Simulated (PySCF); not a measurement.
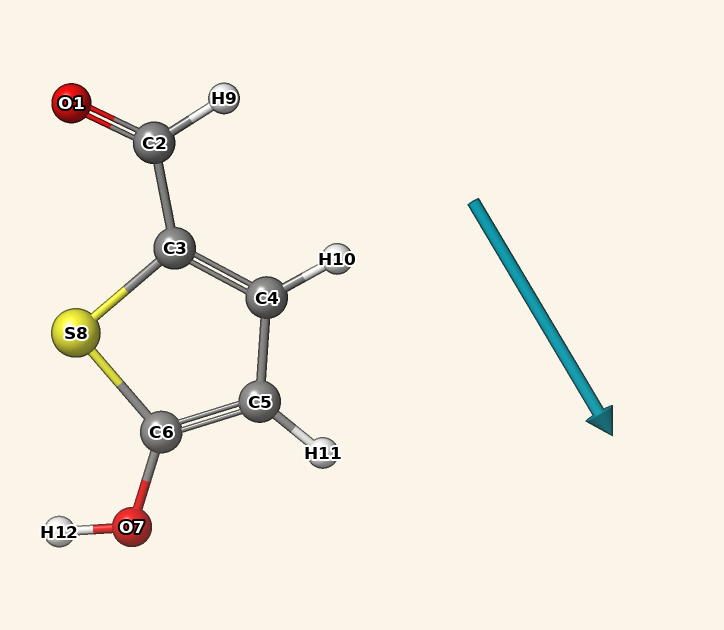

The arrow beside the molecule shows the direction of the dipole moment, from the negative to the positive end (its length means nothing). The geometry was computed by an optimisation with GFN2-xTB. No frequency run is at hand to confirm it as a minimum. Level of theory: CAM-B3LYP/def2-SVPD, gas phase (PySCF 2.14.0).

> Estimate the dipole moment.

3.44 D; it points from the side of O1 to the side of H11 (the outermost atoms at the two ends).
